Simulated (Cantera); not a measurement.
Charge: 1 mol Si3N4, 0.01 mol Si, 0.029 mol N2, 0.001 mol HF, held at 1.00 bar.

Cantera equilibrium calculation (NASA polynomials, part measured and part estimated; ideal gas, pure solids and liquids). Candidate condensed phases: Si, Si3N4; 37 gas species. Mutual solubility and eutectic melting of coexisting phases are not modelled. The tables' values for SiF2, SiF3, SiN, SiF are old estimates; treat these amounts as uncertain. The numbers say what is thermodynamically allowed, not how fast it happens.

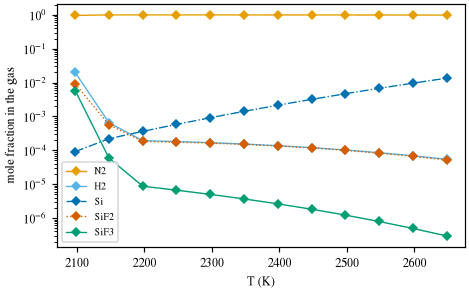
Figure. Equilibrium gas composition (values under 1e-9 drawn at 1e-9)

**Question.** Read off the mole fractions at 2598 K.

**Answer.** N2 about 0.99, Si about 0.0096, H2 about 6.9e-5, SiF2 about 6.6e-5, SiF3 about 4.9e-7.
